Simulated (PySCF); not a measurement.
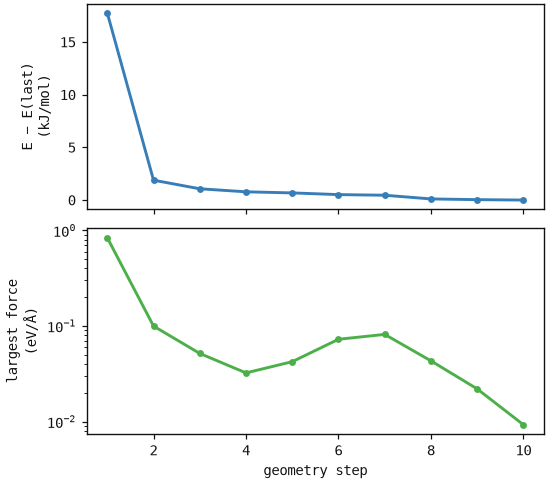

History of a geometry optimisation.

- system: CH₁₃AsSi₄ (SMILES [SiH3]C[SiH2][As]([SiH3])[SiH3])
- method: PySCF 2.14.0, density fitting, PBE0-D3(BJ)/def2-SVP, geometry optimisation

> How did the optimisation end?

The optimisation met its thresholds at geometry 10, counting the start as the first. The energy fell by about 18 kJ/mol from the first step to the last. The largest force goes from about 0.84 eV/Å at the start to 9 × 10⁻³ eV/Å at the end.
